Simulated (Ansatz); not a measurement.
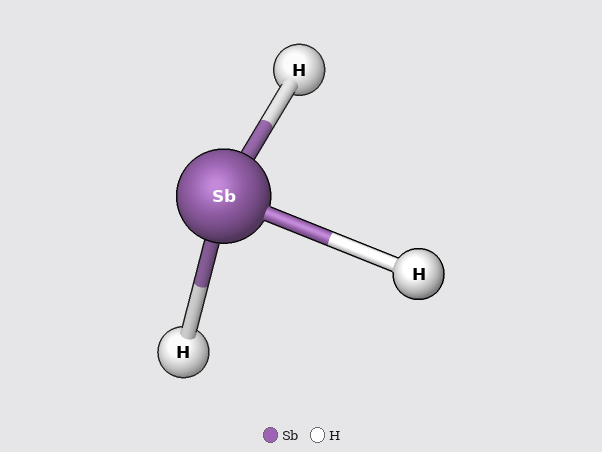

The computed structure is the end point of a PBE0-D4/def2-TZVP optimisation. No frequency run is at hand to confirm it as a minimum.

> Which formula does it have?

SbH₃, 4 atoms: 1 antimony and 3 hydrogen.

> How many sets of symmetry-equivalent atoms are there?

2: 1 Sb, 3 H.

> What is the point group of this geometry?

C3v.

The parts below concern this one geometry. Atoms keep their numbers from picture to picture.

**Electronic properties**

No frequency run is at hand to confirm it as a minimum. Method: RKS PBE0-D4/def2-TZVPPD, core potentials on Sb (Ansatz 0.2.0).

Predict the main results.

- HOMO energy (Kohn–Sham orbital): −7.53 eV
- LUMO energy (Kohn–Sham orbital): −0.22 eV
- HOMO–LUMO gap: 7.31 eV

**Dipole moment**

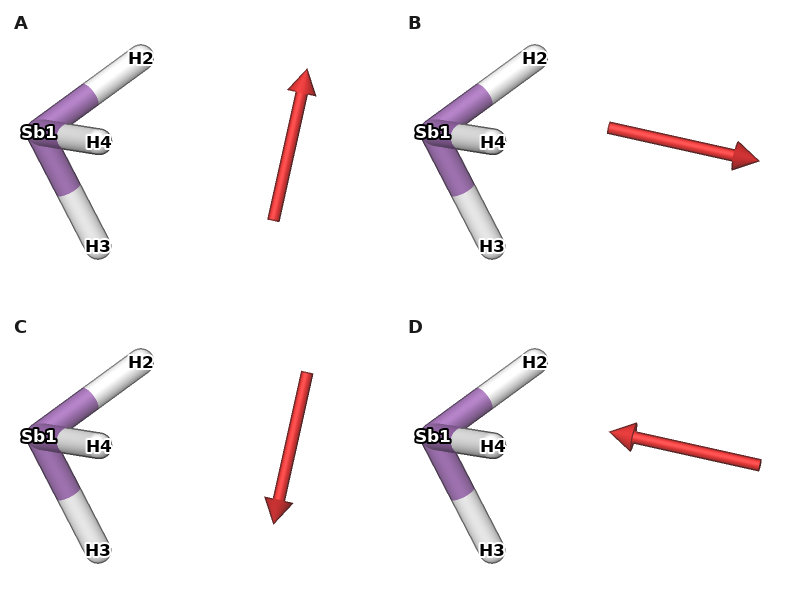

The same molecule four times, each with an arrow. No frequency run is at hand to confirm it as a minimum. Properties computed with RKS PBE0-D4/def2-TZVP, core potentials on Sb (Ansatz 0.2.0).

> Which arrow points along the dipole moment, from the negative to the positive end?

D. The dipole moment is 0.31 D; it points from the side of H2, H3, H4 to the side of Sb1 (the outermost atoms at the two ends).

**Charges**

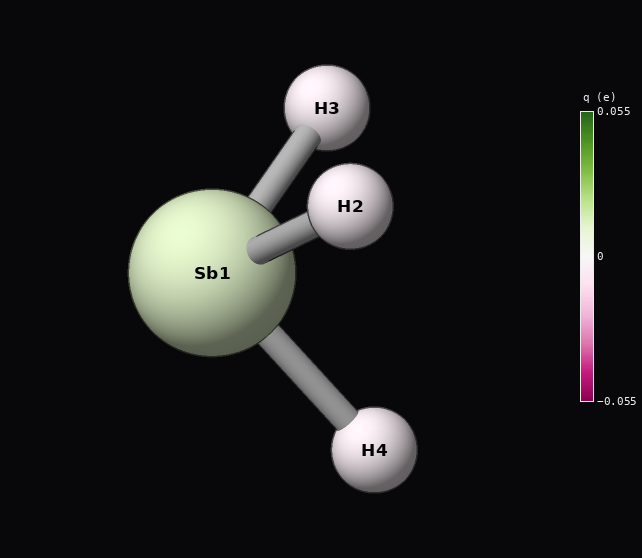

Atoms are coloured by their Mulliken charges. No frequency run is at hand to confirm it as a minimum. Method: RKS PBE0-D4/def2-TZVP, core potentials on Sb (Ansatz 0.2.0).

List the Mulliken charges.

| atom | value (e) |
| --- | --- |
| Sb1 | 0.01 |
| H2 | 0.00 |
| H3 | 0.00 |
| H4 | 0.00 |

Mulliken values depend strongly on the basis set and can even reverse the polarity of a bond.
